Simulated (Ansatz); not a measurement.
## Nudged elastic band, with input and output: C₂H₄BSi (charge +1)

The run: nudged elastic band of C₂H₄BSi, charge +1. Method and program: RKS PBE-D4/cc-pVDZ (Ansatz 0.2.0).

It belongs to a series of runs on one base structure; here: band between the two ends. Figures and captions count atoms from 1; the log counts them from 0 in places.

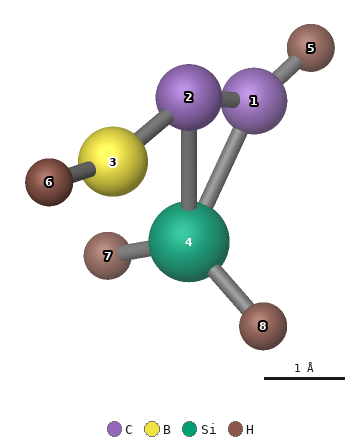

*The input geometry (ball-and-stick view, seen at a tilt; atoms are numbered from 1 in the order of the input).*

The input:
```yaml
crystal:
  periodic: [false, false, false]
  atoms:
    - { symbol: C, position_ang: [0.371915, 0.66418, -1.172133] }
    - { symbol: C, position_ang: [-0.027507, 1.107445, 0.002749] }
    - { symbol: B, position_ang: [-0.446979, 0.647351, 1.302981] }
    - { symbol: Si, position_ang: [0.072825, -0.955597, -0.149691] }
    - { symbol: H, position_ang: [0.681883, 1.082327, -2.140368] }
    - { symbol: H, position_ang: [-0.822239, 0.735866, 2.429619] }
    - { symbol: H, position_ang: [-1.173274, -1.671196, -0.55308] }
    - { symbol: H, position_ang: [1.343376, -1.610376, 0.279913] }
total_charge: 1
basis:
  gaussian: { orbitals: cc-pVDZ }
hamiltonian:
  xc: pbe
  dispersion: d4
neb:
  order_check: false
  images: 7
  f_tol: 0.05
  max_iterations: 60
  initial_path: idpp
  final_atoms:
    - { symbol: C, position_ang: [0.37184599, 0.66411458, -1.17158735] }
    - { symbol: C, position_ang: [-0.02839605, 1.10783543, 0.00293849] }
    - { symbol: B, position_ang: [-0.44760264, 0.64756266, 1.3034099] }
    - { symbol: Si, position_ang: [0.07288342, -0.95583629, -0.14979958] }
    - { symbol: H, position_ang: [0.68242489, 1.08120741, -2.14003078] }
    - { symbol: H, position_ang: [-0.82254314, 0.73704919, 2.430344] }
    - { symbol: H, position_ang: [1.34367458, -1.61003933, 0.27964186] }
    - { symbol: H, position_ang: [-1.17228705, -1.67189364, -0.55492654] }
```

Hardware: 1 thread of Intel Xeon (Sapphire Rapids), 10 GiB of memory available, shared host.

Command:
```bash
ansatz run input.yaml --threads 1 --pin off --max-ram 2048MiB --backend cpu --events-out ev --progress --plain --runs-dir out
```

Output:
```
Engine: ansatz 0.2.0, x86_64-unknown-linux-gnu
Functional definition: PBE
  parameter kappa = 0.804
  parameter beta = 0.06672455060314922
  exchange = pbe_x(kappa = kappa, mu = beta*pi^2/3)
  correlation = pbe_c(beta = beta)
984 factors; their error is unknown
mean field evaluation 1: about -10662.6515 eV, gradient 6.4e1 eV
mean field evaluation 2: about -10612.1409 eV, gradient 1.3e2 eV
mean field evaluation 4: about -10671.6121 eV, gradient 3.1e1 eV
mean field evaluation 8: about -10674.4596 eV, gradient 7.9e-2 eV
mean field evaluation 16: about -10674.4276 eV, gradient 5.9e-5 eV
mean field -10674.42763869 eV, -392.2779803351 hartree, gradient 5.9e-5 eV, S^2 0.000000; 0 other end points of the search recorded, 0 dependent functions left out
the calculation of the forces begins
reference -10674.42767302 eV, -392.2779815965 hartree; 17, 17 occupied and 63, 63 virtual orbitals, 984 factors
984 factors; their error is unknown
mean field evaluation 32: about -10674.4276 eV, gradient 6.0e-5 eV
mean field -10674.42763610 eV, -392.2779802397 hartree, gradient 6.0e-5 eV, S^2 0.000000; 0 other end points of the search recorded, 0 dependent functions left out
[... from here on the field's lines of each further geometry are left out, up to the last ...]
NEB iter   1: max|band force component| = 2.131e0 eV/Å  barrier→ = 3.0260 eV  barrier← = 3.0260 eV  Δτ_max = 0.0982 Å  (300 SCF iters)
NEB iter   2: max|band force component| = 1.310e0 eV/Å  barrier→ = 2.8091 eV  barrier← = 2.8091 eV  Δτ_max = 0.1940 Å  (203 SCF iters)
NEB iter   3: max|band force component| = 1.874e0 eV/Å  barrier→ = 2.3059 eV  barrier← = 2.3059 eV  Δτ_max = 0.0992 Å  (233 SCF iters)
NEB iter   4: max|band force component| = 1.762e0 eV/Å  barrier→ = 2.0265 eV  barrier← = 2.0265 eV  Δτ_max = 0.1053 Å  (212 SCF iters)
NEB iter   5: max|band force component| = 1.417e0 eV/Å  barrier→ = 1.7212 eV  barrier← = 1.7212 eV  Δτ_max = 0.0993 Å  (214 SCF iters)
NEB iter   6: max|band force component| = 8.986e-1 eV/Å  barrier→ = 1.5233 eV  barrier← = 1.5233 eV  Δτ_max = 0.1985 Å  (208 SCF iters)
NEB iter   7: max|band force component| = 5.618e-1 eV/Å  barrier→ = 1.3746 eV  barrier← = 1.3746 eV  Δτ_max = 0.1976 Å  (217 SCF iters)
NEB iter   8: max|band force component| = 4.657e-1 eV/Å  barrier→ = 1.2968 eV  barrier← = 1.2968 eV  CI = image 4  Δτ_max = 0.1971 Å  (204 SCF iters)
NEB iter   9: max|band force component| = 8.576e-1 eV/Å  barrier→ = 1.2515 eV  barrier← = 1.2515 eV  CI = image 4  Δτ_max = 0.1016 Å  (212 SCF iters)
NEB iter  10: max|band force component| = 3.296e-1 eV/Å  barrier→ = 1.2358 eV  barrier← = 1.2358 eV  CI = image 4  Δτ_max = 0.1715 Å  (209 SCF iters)
NEB iter  11: max|band force component| = 5.666e-1 eV/Å  barrier→ = 1.2638 eV  barrier← = 1.2638 eV  CI = image 4  Δτ_max = 0.0874 Å  (221 SCF iters)
NEB iter  12: max|band force component| = 1.837e-1 eV/Å  barrier→ = 1.2290 eV  barrier← = 1.2290 eV  CI = image 4  Δτ_max = 0.0298 Å  (216 SCF iters)
the calculation of the forces begins
reference -10674.13215278 eV, -392.2671214282 hartree; 17, 17 occupied and 63, 63 virtual orbitals, 984 factors
984 factors; their error is unknown
mean field evaluation 928: about -10671.9341 eV, gradient 4.4e0 eV
mean field -10673.19416872 eV, -392.2326511496 hartree, gradient 2.5e-5 eV, S^2 0.000000; 2 other end points of the search recorded, 0 dependent functions left out
the calculation of the forces begins
reference -10673.19420701 eV, -392.2326525567 hartree; 17, 17 occupied and 63, 63 virtual orbitals, 984 factors
NEB iter  13: max|band force component| = 4.735e-2 eV/Å  barrier→ = 1.2252 eV  barrier← = 1.2252 eV  CI = image 4  Δτ_max = 0.0000 Å  (448 SCF iters)
```

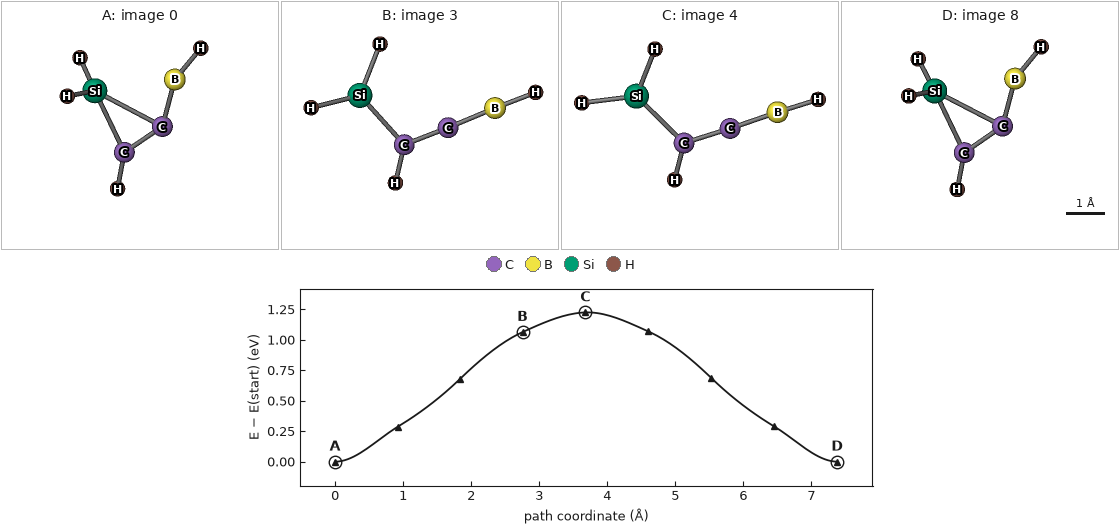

*Images of the last band (counted from 0; ball-and-stick, seen at a tilt) above the energy along the path; the line is a cubic interpolation that uses the forces.*

The highest image is number 4, 1.225 eV above the start and 1.225 eV above the end (the climbing image); start and end have the same energy. The path is 7.38 Å long. The band converged in 13 iterations.

```
Total energy: -10673.34028527 eV, -392.2380208338 hartree
Atom 0 at     0.640406     0.443270    -0.489964 Å, force     0.032998    -0.029567    -0.004407 eV/Å
Atom 1 at    -0.365681     0.934595     0.251548 Å, force     0.011451    -0.026037     0.018126 eV/Å
Atom 2 at    -1.421935     1.411159     1.034214 Å, force    -0.011499     0.047359    -0.003784 eV/Å
Atom 3 at     0.695372    -1.397308    -0.514691 Å, force    -0.011131     0.033326     0.016379 eV/Å
Atom 4 at     1.390257     1.065215    -1.020042 Å, force    -0.013907    -0.005623    -0.025553 eV/Å
Atom 5 at    -2.308947     1.848469     1.689232 Å, force    -0.004705    -0.027138     0.009092 eV/Å
Atom 6 at    -0.363061    -2.089911     0.286038 Å, force    -0.010161     0.003627    -0.019821 eV/Å
Atom 7 at     1.733588    -2.215488    -1.236345 Å, force     0.006955     0.004054     0.009970 eV/Å
Dipole moment:     0.084266    -0.401577    -0.057460 e Å
this run last wrote the band of iteration 13 to [file]
```

The last band as extended XYZ (Å, eV, eV/Å):
```
8
Properties=species:S:1:pos:R:3:forces:R:3 image=0 energy=-10674.56544
C     0.3719    0.6642   -1.1721    0.0024  -0.0037  -0.0081
C    -0.0275    1.1074    0.0027   -0.0027   0.0056   0.0061
B    -0.4470    0.6474    1.3030   -0.0005   0.0007   0.0035
Si    0.0728   -0.9556   -0.1497   -0.0001  -0.0003   0.0005
H     0.6819    1.0823   -2.1404    0.0000  -0.0016   0.0015
H    -0.8222    0.7359    2.4296    0.0003  -0.0005  -0.0012
H    -1.1733   -1.6712   -0.5531   -0.0002  -0.0003  -0.0013
H     1.3434   -1.6104    0.2799    0.0008   0.0000  -0.0011
8
Properties=species:S:1:pos:R:3:forces:R:3 image=1 energy=-10674.27920
C     0.4463    0.5802   -1.0904    0.0191   0.0036  -0.0671
C     0.0026    0.8742    0.1340    0.0128   0.0463  -0.0465
B    -0.6625    0.9720    1.3673    0.0507  -0.0739  -0.0238
Si    0.2471   -1.1201   -0.3686   -0.0252   0.0691   0.0781
H     0.7772    1.2211   -1.9221   -0.0288  -0.0090  -0.0873
H    -1.2767    1.1390    2.3710    0.0707  -0.1467   0.0304
H    -1.0416   -1.8504   -0.5226   -0.0464   0.0343  -0.0907
H     1.5078   -1.8159    0.0313   -0.0530   0.0761   0.2071
8
Properties=species:S:1:pos:R:3:forces:R:3 image=2 energy=-10673.88490
C     0.4799    0.5360   -0.9356    0.0012   0.0461  -0.1179
C    -0.0763    0.7280    0.2702    0.1007  -0.1351  -0.0205
B    -0.9017    1.1746    1.3241    0.1054  -0.0597   0.0109
Si    0.4015   -1.2460   -0.4999   -0.0592   0.0939   0.1321
H     0.9560    1.2470   -1.6298   -0.1062   0.0683  -0.1386
H    -1.6762    1.5191    2.1609    0.0990  -0.1252   0.0125
H    -0.8830   -1.9752   -0.3354   -0.1245   0.0081  -0.2278
H     1.6999   -1.9837   -0.3545   -0.0164   0.1035   0.3494
8
Properties=species:S:1:pos:R:3:forces:R:3 image=3 energy=-10673.50096
C     0.5470    0.4956   -0.7268   -0.0289   0.0590  -0.0401
C    -0.2446    0.8770    0.2775    0.0340  -0.0537  -0.0285
B    -1.1900    1.2924    1.2283    0.0453  -0.0052   0.0204
Si    0.5310   -1.3522   -0.6477   -0.0376  -0.0196  -0.0002
H     1.2440    1.1335   -1.3018   -0.0315   0.0154  -0.0610
H    -2.0129    1.6923    1.9854    0.0437  -0.0610   0.0321
H    -0.6756   -1.9895   -0.0386   -0.0711   0.0383  -0.0993
H     1.8011   -2.1491   -0.7763    0.0461   0.0267   0.1766
8
Properties=species:S:1:pos:R:3:forces:R:3 image=4 energy=-10673.34025
C     0.6404    0.4433   -0.4900    0.0330  -0.0296  -0.0044
C    -0.3657    0.9346    0.2515    0.0115  -0.0260   0.0181
B    -1.4219    1.4112    1.0342   -0.0115   0.0474  -0.0038
Si    0.6954   -1.3973   -0.5147   -0.0111   0.0333   0.0164
H     1.3903    1.0652   -1.0200   -0.0139  -0.0056  -0.0256
H    -2.3089    1.8485    1.6892   -0.0047  -0.0271   0.0091
H    -0.3631   -2.0899    0.2860   -0.0102   0.0036  -0.0198
H     1.7336   -2.2155   -1.2363    0.0070   0.0041   0.0100
8
Properties=species:S:1:pos:R:3:forces:R:3 image=5 energy=-10673.49589
C     0.8488    0.4979   -0.3110    0.0716   0.0051   0.0427
C    -0.3466    0.8734    0.1458   -0.0042  -0.0146  -0.0189
B    -1.5381    1.2945    0.7566   -0.0076  -0.0133  -0.0519
Si    0.7877   -1.3518   -0.3021    0.0039   0.0077   0.0434
H     1.6027    1.1369   -0.8073    0.0427   0.0220   0.0406
H    -2.5106    1.6940    1.3086   -0.0181  -0.0585  -0.0460
H    -0.1542   -1.9861    0.6685    0.0646   0.0337   0.0996
H     1.3104   -2.1587   -1.4591   -0.1529   0.0179  -0.1095
8
Properties=species:S:1:pos:R:3:forces:R:3 image=6 energy=-10673.87835
C     1.0305    0.5408   -0.1810    0.1164   0.0380   0.0327
C    -0.2886    0.7201   -0.0122    0.0658  -0.1184  -0.0993
B    -1.5416    1.1724    0.4532   -0.0041  -0.0625  -0.1060
Si    0.6069   -1.2448   -0.2225   -0.1354   0.0842   0.0320
H     1.8280    1.2572   -0.4357    0.0974   0.0723   0.1461
H    -2.5753    1.5173    0.9341    0.0219  -0.1232  -0.0911
H     0.0678   -1.9682    0.9585    0.1806   0.0100   0.1891
H     0.8723   -1.9948   -1.4942   -0.3426   0.0996  -0.1034
8
Properties=species:S:1:pos:R:3:forces:R:3 image=7 energy=-10674.27650
C     1.1688    0.5862   -0.1025    0.0764   0.0237  -0.0005
C    -0.1352    0.8692   -0.0509    0.0687   0.0435  -0.0022
B    -1.5111    0.9663    0.2113    0.0150  -0.0674  -0.0333
Si    0.4367   -1.1197   -0.1141   -0.0908   0.0458   0.0023
H     2.0551    1.2351   -0.1748    0.0773  -0.0065   0.0551
H    -2.6538    1.1310    0.4940   -0.0064  -0.1487  -0.0761
H     0.2003   -1.8409    1.1674    0.0723   0.0374   0.0691
H     0.4392   -1.8273   -1.4303   -0.2125   0.0721  -0.0144
8
Properties=species:S:1:pos:R:3:forces:R:3 image=8 energy=-10674.56543
C     0.3722    0.6643   -1.1714    0.0015  -0.0021  -0.0066
C    -0.0287    1.1078    0.0030   -0.0010  -0.0042   0.0044
B    -0.4485    0.6474    1.3032   -0.0011   0.0007   0.0030
Si    0.0733   -0.9558   -0.1498   -0.0014   0.0072   0.0046
H     0.6832    1.0815   -2.1396    0.0000   0.0018   0.0014
H    -0.8240    0.7367    2.4300    0.0020  -0.0020  -0.0072
H     1.3440   -1.6096    0.2802    0.0021  -0.0008   0.0003
H    -1.1715   -1.6722   -0.5556   -0.0021  -0.0007   0.0000
```

Key numbers:

```json
{"quantity": "outcome", "value": "converged"}
{"quantity": "barrier, forward", "value": "1.225 eV"}
{"quantity": "barrier, backward", "value": "1.225 eV"}
{"quantity": "wall time", "value": "2.3 min"}
{"quantity": "peak memory", "value": "0.13 GiB"}
```

Remarks:

The order of the saddle point was not checked.
